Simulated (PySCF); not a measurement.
**C₄H₁₁FSi₂: density, localisation and related maps**

The calculation's input:

```
{"job": {"kind": "nmr", "xc": "PBE0", "basis": "pcSseg-1"}, "charge": 0, "multiplicity": 1}
C      2.386055    -1.415935     0.114252
C      1.842839    -0.352778     0.679936
F      1.881174    -0.245458     2.035876
C      1.109875     0.758859     0.041972
Si    -0.782874     0.599140     0.397280
C     -1.624598     1.957409    -0.642132
Si    -1.485628    -1.541908    -0.155871
H      2.374771    -1.536048    -0.951733
H      2.863300    -2.180596     0.699381
H      1.472645     1.705335     0.444132
H      1.302802     0.748382    -1.028723
H     -0.960340     0.958259     1.816400
H     -1.235019     2.946782    -0.418991
H     -2.692747     1.976054    -0.449438
H     -1.489372     1.784510    -1.706469
H     -1.121979    -2.535573     0.855461
H     -0.908127    -2.007445    -1.422572
H     -2.941537    -1.612675    -0.320416
```

Command:

```sh
OMP_NUM_THREADS=1 python probes_run.py task.json out
```

Geometry: GFN2-xTB.

The calculation used PySCF, PBE0/pcSseg-1, SCF density, gas phase, non-relativistic.

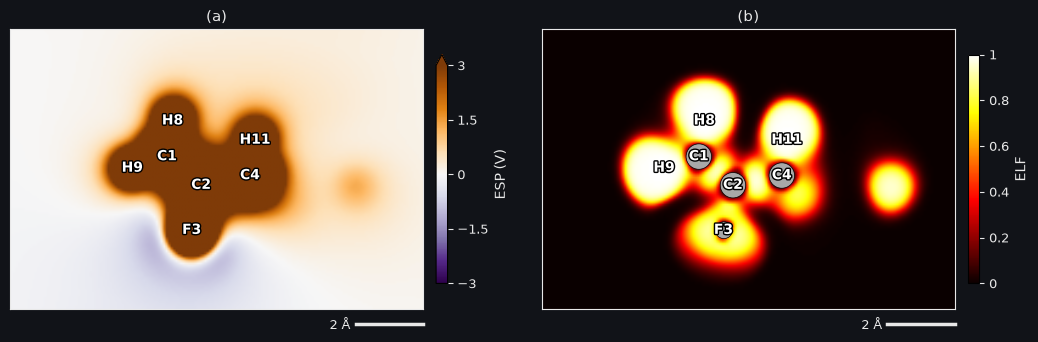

Figure 1. (a) electrostatic potential; (b) ELF on the plane of atoms H8, C1 and H9. Grey discs cover the atomic cores in the ELF map.

**What does the map show?**

- The plane passes through C, F and H nuclei.
- C–C (1.32 Å): the ELF peaks at about 0.90 between the atoms (a short, multiple covalent bond).
- C–F (1.36 Å): the ELF peaks at about 0.85 between the atoms; a shared but strongly polarised pair.
- C–H (1.07 Å): the ELF climbs to about 1 towards the hydrogen, as it does in any bond to H (a covalent bond by its length).
- C–C (1.48 Å): the ELF peaks at about 0.95 between the atoms; a covalent bond.
- The ELF also peaks beside F3, away from the bonds: lone-pair regions.
- Outside the dense part of the molecule the potential is most negative (−1.0 V) near F3.

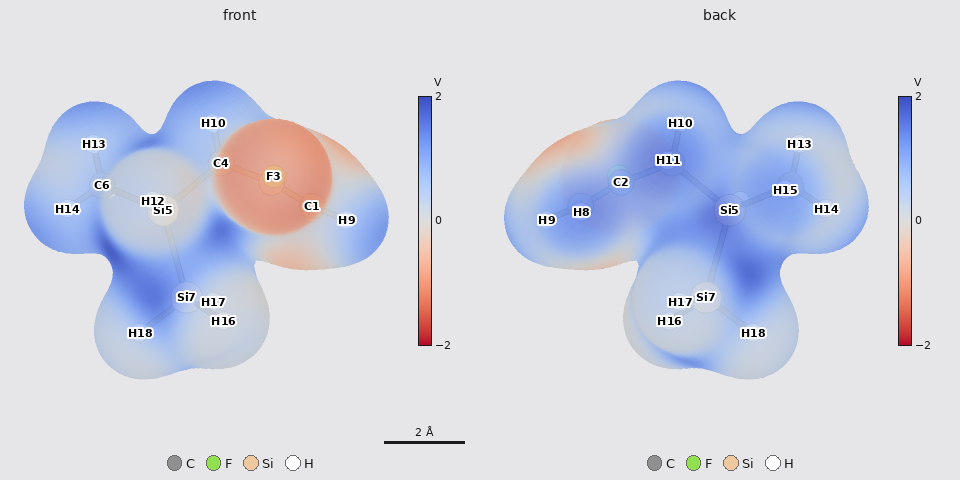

Figure 2. The molecular electrostatic potential painted on the density surface at 0.004 e/bohr³, seen from the front and from behind; red is negative and blue positive.

**Which sites attract a positive test charge, and which a negative one?**

A positive charge is drawn to the negative regions and a negative charge to the positive ones. The most negative region (about −1.0 V) lies over F3, the most positive (about +1.7 V) over Si5 and Si7.

**What dipole moment does the calculation give?**

Its dipole moment is 2.01 D.
